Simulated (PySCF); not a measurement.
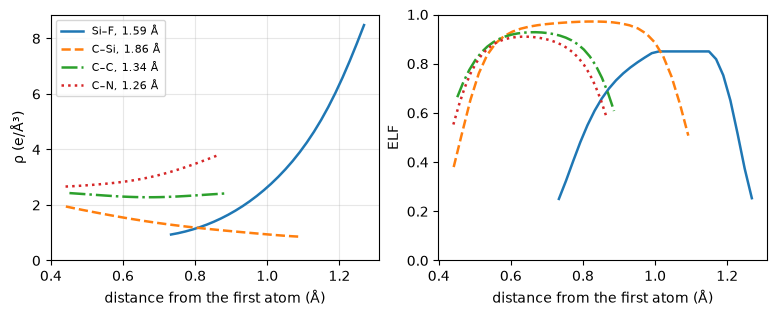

The picture shows: C₃H₄F₃NSi (SMILES [H]/N=C\C=C\[Si](F)(F)F). Electron density and electron localisation function along straight lines between neighbouring atoms. The curves leave out the atomic cores.

Geometry: GFN2-xTB.

The calculation used PySCF, B3LYP/def2-SVPD, SCF density, gas phase.

The calculation's input:

```
{"job": {"kind": "uv", "xc": "B3LYP", "basis": "def2-SVPD", "nstates": 8, "ntriplets": 3}, "charge": 0, "multiplicity": 1}
N      3.041194    -0.292588    -0.485019
C      2.006989    -0.192449     0.225800
C      0.629132    -0.060120    -0.236517
C     -0.412671     0.040285     0.596394
Si    -2.185998     0.209547     0.065145
F     -2.367342     0.222591    -1.509724
F     -2.887519     1.537152     0.575026
F     -3.128592    -0.956435     0.581512
H      2.873751    -0.277859    -1.491578
H      2.154700    -0.205081     1.302766
H      0.484086    -0.047808    -1.310437
H     -0.206533     0.022080     1.660605
```

Launched as:

```sh
OMP_NUM_THREADS=1 python probes_run.py task.json out
```

### Compare the contacts.

Si–F (1.59 Å): ρ at the midpoint is about 1.1 e/Å³; the ELF peaks at about 0.85 in the valence shell of F, 0.6 Å from its nucleus, and is about 0.50 at the midpoint.
C–Si (1.86 Å): the density is about 1 e/Å³ at the midpoint; the ELF peaks at about 1 between the atoms: localised, covalent bonding.
C–C (1.34 Å): the density is about 2.3 e/Å³ at the midpoint; the ELF peaks at about 0.95 between the atoms (a multiple bond).
C–N (1.26 Å): ρ at the midpoint is about 2.9 e/Å³; the ELF peaks at about 0.90 between the atoms; a short, multiple covalent bond.
